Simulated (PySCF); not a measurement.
**SiH4O (Si(OH)H3) at 6 levels**

Aim: a comparison of 6 runs (B2PLYP/STO-6G, B3LYP/STO-6G, SVWN5/STO-6G, UPBE0/STO-6G, wB97X-V/STO-6G, MP2/STO-6G) of SiH4O (Si(OH)H3). The job is set up through a Python script.

Program for the calculation: PySCF 2.14.0.

2 further runs of the same task are left out: 2 set aside as unsound or not needed.

## (1) Starting point

SiH4O: 6 atoms, total charge 0, spin state singlet. As SMILES, `[H][Si]([H])([H])O`. One bond was lengthened or shortened from a relaxed shape.

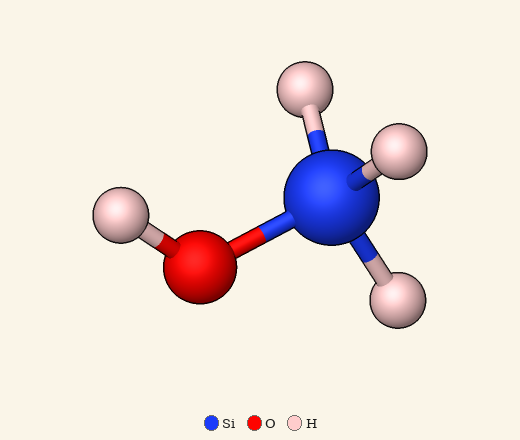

The structure, seen from a chosen angle (silicon blue, oxygen red, hydrogen pink).

## (2) The energy at B2PLYP/STO-6G (run 1)

Contents of calc.py:

```python
from pyscf import gto, dft, mp

system = gto.M(
    atom='''
Si      -0.137298      -0.257514      -0.507918
O       -0.136898      -0.234454       1.117122
H        0.327320       0.620940       1.717260
H        1.235792      -0.255314      -1.016858
H       -0.837738       0.915836      -1.033198
H       -0.837958      -1.502214      -0.776438
''',
    max_memory=1860,
    verbose=3,
    basis='sto-6g',
    charge=0,
)

myscf = dft.RKS(system, xc='0.53*HF + 0.47*B88, 0.73*LYP')
myscf.conv_tol = 1e-10
myscf.grids.level = 5
myscf.kernel()
if not myscf.converged:
    myscf = myscf.newton().run(myscf.mo_coeff, myscf.mo_occ)

pt = mp.MP2(myscf, frozen=6).run()
energy = myscf.e_tot + 0.27 * pt.e_corr
print('PT2 part  %.8f' % (0.27 * pt.e_corr))
print('Final energy', energy)
```

Started as:

```bash
OMP_NUM_THREADS=1 python calc.py
```

The program printed:

```text
converged SCF energy = -365.415082644593
E(RMP2) = -365.523908567012  E_corr = -0.108825922419323
E(SCS-RMP2) = -365.536437405146  E_corr = -0.12135476055329
PT2 part  -0.02938300
Final energy -365.4444656436462
```

It took 3.6 s on 1 thread of Arm Neoverse V1, shared host; peak memory 0.19 GiB.

## (3) A single-point energy at B3LYP/STO-6G (run 2)

Contents of calc.py:

```python
from pyscf import gto, dft

mol = gto.M(
    atom='''
Si      -0.137298      -0.257514      -0.507918
O       -0.136898      -0.234454       1.117122
H        0.327320       0.620940       1.717260
H        1.235792      -0.255314      -1.016858
H       -0.837738       0.915836      -1.033198
H       -0.837958      -1.502214      -0.776438
''',
    verbose=3,
    max_memory=1860,
    charge=0,
    basis='sto-6g',
)

mf = dft.RKS(mol, xc='b3lyp')
mf.grids.level = 5
mf.conv_tol = 1e-10
mf.kernel()
if not mf.converged:
    mf = mf.newton().run(mf.mo_coeff, mf.mo_occ)

energy = mf.e_tot
print('E = %.10f Eh' % energy)
```

Started as:

```bash
OMP_NUM_THREADS=1 python calc.py
```

The program printed:

```text
converged SCF energy = -365.713670277664
E = -365.7136702777 Eh
```

It took 3.9 s on 1 thread of Arm Neoverse V1, shared host; peak memory 0.2 GiB.

Runs 3 to 5 aren't shown in full; the table further down has their settings and results.

## (4) The energy at MP2/STO-6G (run 6)

Contents of run.py:

```python
from pyscf import gto, mp

molecule = gto.M(
    atom='''
Si      -0.137298      -0.257514      -0.507918
O       -0.136898      -0.234454       1.117122
H        0.327320       0.620940       1.717260
H        1.235792      -0.255314      -1.016858
H       -0.837738       0.915836      -1.033198
H       -0.837958      -1.502214      -0.776438
''',
    spin=0,
    basis='sto-6g',
    verbose=3,
    charge=0,
    max_memory=1860,
)

hf = molecule.RHF()
hf.conv_tol = 1e-10
hf.kernel()
if not hf.converged:
    hf = hf.newton().run(hf.mo_coeff, hf.mo_occ)

pt = mp.MP2(hf, frozen=6).run()
energy = pt.e_tot
print('Final energy', energy)
```

Started as:

```bash
OMP_NUM_THREADS=1 python run.py
```

The program printed:

```text
converged SCF energy = -364.747564371657
E(RMP2) = -364.829680507335  E_corr = -0.0821161356773322
E(SCS-RMP2) = -364.839768335999  E_corr = -0.0922039643421764
Final energy -364.8296805073346
```

It took 1.1 s on 1 thread of Arm Neoverse V1, shared host; peak memory 0.12 GiB.

## (5) All runs side by side

```csv
run,level,frozen core orbitals,follow instability,energy (Eh),dipole moment (D) of the reference,HOMO energy (eV),LUMO energy (eV),wall time
1,B2PLYP/STO-6G,6,–,-365.444466,1.17,-6.07,8.14,3.6 s
2,B3LYP/STO-6G,–,–,-365.713670,1.07,-3.85,5.55,3.9 s
3,SVWN5/STO-6G,–,–,-363.901244,1.09,-1.95,4.50,2.8 s
4,UPBE0/STO-6G,–,yes,-365.505334,1.10,-4.10,6.02,16 s
5,wB97X-V/STO-6G,–,–,-365.640322,1.11,-6.59,8.64,24 s
6,MP2/STO-6G,6,–,-364.829681,1.29,-9.18,11.84,1.1 s
```

## (6) Outcome

| quantity | value |
| --- | --- |
| run 6: total energy | -364.82968 Eh |
| run 6: dipole moment (Hartree–Fock density) | 1.29 D |
| run 6: HOMO energy (Hartree–Fock orbitals) | -9.18 eV |
| run 6: LUMO energy (Hartree–Fock orbitals) | 11.84 eV |
| run 6: HOMO–LUMO gap (Hartree–Fock orbitals) | 21.02 eV |
| run 6: correlation energy (6 core orbitals frozen) | -82.1 mEh |

What this shows: Over runs 1, 2, 3, 4, 5 the dipole moment (its size) runs from 1.07 D (B3LYP/STO-6G) to 1.17 D (B2PLYP/STO-6G). A double hybrid's value is that of its SCF part. Over runs 1, 2, 3, 4, 5 the HOMO–LUMO gap runs from 6.45 eV (SVWN5/STO-6G) to 15.23 eV (wB97X-V/STO-6G). Totals of different functionals can't be ranked against each other. In runs 1, 2, 3, 4, 5, 6 the basis is minimal, so the values are rough. All runs together took 52 s, the longest 24 s.
